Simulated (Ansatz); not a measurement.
# SiH2O (oxosilane): levels of theory compared

Aim: a comparison of 6 runs (CAM-B3LYP/STO-3G, UB3LYP/STO-3G, UPBE0/STO-3G, wB97M-V/STO-3G, wB97X/STO-3G, BCCD(T)/STO-3G) of SiH2O (oxosilane). 

Program for the calculation: Ansatz 0.2.0.

61 further runs of the same task are left out: 9 that didn't finish, 52 set aside as unsound or not needed.

### Step 1. The structure to begin with

SiH2O has 4 atoms, charge 0, and is taken as a singlet. As SMILES, `O=[SiH2]`. The Si2–O1 distance was set to 3.032 Å, away from the relaxed value. At this shape a bond of the SMILES string is far longer than usual.

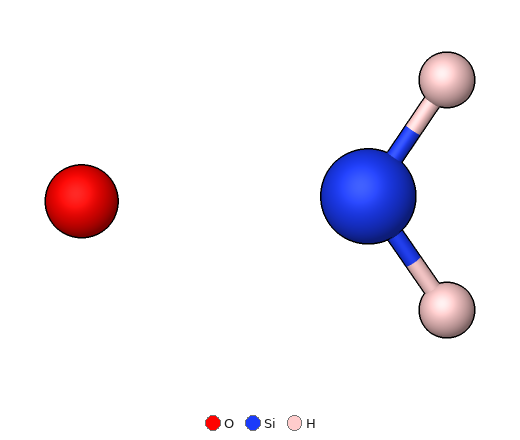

Viewed from a chosen angle; oxygen red, silicon blue, hydrogen pink.

### Step 2. A single-point energy at CAM-B3LYP/STO-3G (run 1)

input.yaml

```yaml
crystal:
  periodic: [false, false, false]
  atoms:
    - {symbol: O, position_ang: [-0.559699, 0.817199, 2.904097]}
    - {symbol: Si, position_ang: [-0.006700, 0.009800, 0.034900]}
    - {symbol: H, position_ang: [0.439900, -1.346000, -0.376200]}
    - {symbol: H, position_ang: [-0.150000, 0.922700, -1.128300]}
basis:
  gaussian:
    orbitals: STO-3G
hamiltonian:
  xc: {name: CAM-B3LYP}
accuracy: high
```

Command:

```sh
ansatz run input.yaml --threads 1 --pin off --max-ram 2610MiB --events-out events.jsonl --progress --plain --runs-dir runs
```

Log:

```text
Warning: RAYON_NUM_THREADS=1 ignored (pool sized by the plan → 1); use --threads N
Functional definition: CAM-B3LYP
  name "CAM-B3LYP"
  parameter alpha = 0.19
  parameter beta = 0.46
  parameter omega = 0.33/bohr
  parameter ac = 0.81
  exchange = (1 - alpha - beta)*b88_x + beta*b88_x_sr(omega) + alpha*exact_x + beta*exact_x_lr(omega)
  correlation = (1 - ac)*vwn5_c + ac*lyp_c
248 factors; integrals over basis functions are off by at most 2.6e-8 eV
127 factors; integrals over basis functions are off by at most 7.2e-10 eV
mean field evaluation 1: about -9790.9920 eV, gradient 4.2e1 eV
mean field evaluation 2: about -9339.7715 eV, gradient 6.6e1 eV
mean field evaluation 4: about -9775.6151 eV, gradient 3.7e1 eV
mean field evaluation 8: about -9825.7061 eV, gradient 3.7e-1 eV
mean field evaluation 16: about -9825.6919 eV, gradient 9.4e-9 eV
mean field -9825.69194614 eV, -361.0875189275 hartree, gradient 9.4e-9 eV, S^2 0.000000; 4 other end points of the search recorded, 0 dependent functions left out
reference -9825.69195815 eV, -361.0875193687 hartree; 12, 12 occupied and 4, 4 virtual orbitals, 248 factors
Total energy: -9825.69195815 eV, -361.0875193687 hartree
```

Run time: 1.1 s. Hardware: 1 thread of Arm Neoverse V1, shared host.

### Step 3. A single-point energy at UB3LYP/STO-3G (run 2)

job.yaml

```yaml
crystal:
  periodic: [false, false, false]
  atoms:
    - symbol: O
      position_ang: [-0.559699, 0.817199, 2.904097]
    - symbol: Si
      position_ang: [-0.006700, 0.009800, 0.034900]
    - symbol: H
      position_ang: [0.439900, -1.346000, -0.376200]
    - symbol: H
      position_ang: [-0.150000, 0.922700, -1.128300]
basis:
  gaussian:
    orbitals: STO-3G
magnetization:
  spin_polarized: true
hamiltonian:
  xc: {name: B3LYP}
accuracy: high
```

Command:

```sh
ansatz run job.yaml --threads 1 --pin off --max-ram 2610MiB --events-out events.jsonl --progress --plain --runs-dir runs
```

Log:

```text
Warning: RAYON_NUM_THREADS=1 ignored (pool sized by the plan → 1); use --threads N
Functional definition: B3LYP
  name "B3LYP"
  parameter a0 = 0.2
  parameter ax = 0.72
  parameter ac = 0.81
  exchange = (1 - a0 - ax)*slater_x + ax*b88_x + a0*exact_x
  correlation = (1 - ac)*vwn_rpa_c + ac*lyp_c
248 factors; integrals over basis functions are off by at most 2.6e-8 eV
mean field evaluation 1: about -9794.0262 eV, gradient 3.4e1 eV
mean field evaluation 2: about -9339.0358 eV, gradient 3.2e1 eV
mean field evaluation 4: about -9786.4006 eV, gradient 1.5e1 eV
mean field evaluation 8: about -9827.4442 eV, gradient 3.4e-3 eV
mean field evaluation 16: about -9829.2973 eV, gradient 2.1e-3 eV
mean field evaluation 32: about -9829.3063 eV, gradient 5.9e-2 eV
mean field evaluation 64: about -9829.3068 eV, gradient 2.5e-3 eV
mean field evaluation 96: about -9829.0003 eV, gradient 1.8e0 eV
mean field -9829.30683651 eV, -361.2203636981 hartree, gradient 1.4e-8 eV, S^2 1.119363; 7 other end points of the search recorded, 0 dependent functions left out
reference -9829.30686146 eV, -361.2203646150 hartree; 12, 12 occupied and 4, 4 virtual orbitals, 248 factors
Total energy: -9829.30686146 eV, -361.2203646150 hartree
```

It took 15 s on 1 thread of Arm Neoverse V1, shared host; peak memory 0.12 GiB.

Runs 3 to 4 aren't shown in full; the table further down has their settings and results.

### Step 4. The energy at wB97X/STO-3G (run 5)

run.yaml

```yaml
crystal:
  periodic: [false, false, false]
  atoms:
    - {symbol: O, position_ang: [-0.559699, 0.817199, 2.904097]}
    - {symbol: Si, position_ang: [-0.006700, 0.009800, 0.034900]}
    - {symbol: H, position_ang: [0.439900, -1.346000, -0.376200]}
    - {symbol: H, position_ang: [-0.150000, 0.922700, -1.128300]}
basis:
  gaussian:
    orbitals: STO-3G
hamiltonian:
  xc: {name: wB97X}
accuracy: high
```

Command:

```sh
ansatz run run.yaml --threads 1 --pin off --max-ram 2610MiB --events-out events.jsonl --progress --plain --runs-dir runs
```

Log:

```text
Warning: RAYON_NUM_THREADS=1 ignored (pool sized by the plan → 1); use --threads N
Functional definition: wB97X
  name "wB97X"
  parameter omega = 0.3/bohr
  parameter cx = 0.157706
  parameter cx1 = 0.726479
  parameter cx2 = 1.04760
  parameter cx3 = -5.70635
  parameter cx4 = 13.2794
  parameter css1 = -4.33879
  parameter css2 = 18.2308
  parameter css3 = -31.7430
  parameter css4 = 17.2901
  parameter cos1 = 2.37031
  parameter cos2 = -11.3995
  parameter cos3 = 6.58405
  parameter cos4 = -3.78132
  exchange = spin_sum(e_x_unif_sr(omega)*poly(b97_u_x, 1 - cx, cx1, cx2, cx3, cx4)) + cx*exact_x_sr(omega)
      + exact_x_lr(omega)
  correlation = spin_sum(e_c_pw_same_spin*poly(b97_u_same, 1, css1, css2, css3, css4))
      + integral(e_c_pw_opposite_spin*poly(b97_u_opposite, 1, cos1, cos2, cos3, cos4))
248 factors; integrals over basis functions are off by at most 2.6e-8 eV
119 factors; integrals over basis functions are off by at most 1.0e-9 eV
mean field evaluation 1: about -9791.5740 eV, gradient 4.0e1 eV
mean field evaluation 2: about -9349.6594 eV, gradient 9.7e1 eV
mean field evaluation 4: about -9819.1847 eV, gradient 3.5e1 eV
mean field evaluation 8: about -9820.9197 eV, gradient 3.2e1 eV
mean field evaluation 16: about -9826.6747 eV, gradient 2.2e-8 eV
mean field evaluation 32: about -9826.6307 eV, gradient 4.7e-1 eV
mean field -9826.67470108 eV, -361.1236345053 hartree, gradient 2.0e-8 eV, S^2 0.000000; 4 other end points of the search recorded, 0 dependent functions left out
reference -9826.67469964 eV, -361.1236344526 hartree; 12, 12 occupied and 4, 4 virtual orbitals, 248 factors
Total energy: -9826.67469964 eV, -361.1236344526 hartree
```

Wall time 5.1 s (1 thread of Arm Neoverse V1, shared host); peak memory 0.2 GiB.

### Step 5. The energy at BCCD(T)/STO-3G (run 6)

job.yaml

```yaml
crystal:
  periodic: [false, false, false]
  atoms:
    - {symbol: O, position_ang: [-0.559699, 0.817199, 2.904097]}
    - {symbol: Si, position_ang: [-0.006700, 0.009800, 0.034900]}
    - {symbol: H, position_ang: [0.439900, -1.346000, -0.376200]}
    - {symbol: H, position_ang: [-0.150000, 0.922700, -1.128300]}
basis:
  gaussian: {orbitals: STO-3G}
correlation: {method: bccd_t, frozen_orbitals: {H: 0, O: 1, Si: 5}}
accuracy: high
scf: {omitted_lower_state_checks: [cluster_reference, increment]}
```

Command:

```sh
ansatz run job.yaml --threads 1 --pin off --max-ram 2610MiB --events-out events.jsonl --progress --plain --runs-dir runs
```

Log:

```text
Warning: RAYON_NUM_THREADS=1 ignored (pool sized by the plan → 1); use --threads N
[... 15 lines left out ...]
6 core orbitals not correlated: weight in the atoms' cores, before any rotation towards them, 1.000 or more for the frozen orbitals, at most 0.000 for the correlated occupied ones
[... 138 lines left out ...]
Total energy: -9807.33382660 eV, -360.4128704779 hartree
Checks for a lower state left out: cluster_reference, increment
```

Run time: 0.32 s. Hardware: 1 thread of Arm Neoverse V1, shared host.

### Step 6. Overview of the runs

| run | level | frozen core orbitals | energy (Eh) | wall time |
| --- | --- | --- | --- | --- |
| 1 | CAM-B3LYP/STO-3G | – | -361.087519 | 1.1 s |
| 2 | UB3LYP/STO-3G | – | -361.220365 | 15 s |
| 3 | UPBE0/STO-3G | – | -361.033731 | 9.6 s |
| 4 | wB97M-V/STO-3G | – | -361.171979 | 16 s |
| 5 | wB97X/STO-3G | – | -361.123634 | 5.1 s |
| 6 | BCCD(T)/STO-3G | 6 | -360.412870 | 0.32 s |

### Step 7. Summary of results

```
                                          quantity          value
                               run 6: total energy  -360.41287 Eh
run 6: correlation energy (6 core orbitals frozen)      -94.2 mEh
                             run 6: (T) correction      -0.30 mEh
```

**Reading.** Totals of different functionals can't be ranked against each other. In run 6 the log says that unrestricted orbitals would lower the reference, so the values rest on an unstable closed-shell determinant (other closed-shell runs at this shape may share the fault). In runs 1, 2, 3, 4, 5, 6 the basis is minimal, so the values are rough. In runs 1, 4, 5 a closed-shell determinant meets a far-stretched bond, which it describes badly. Spin contamination of the reference: run 3 ⟨S²⟩ = 1.92, run 2 ⟨S²⟩ = 1.12. Where it is this large, the reference is a mixture of spin states, and values that rest on it are in doubt. All runs together took 47 s, the longest 16 s.
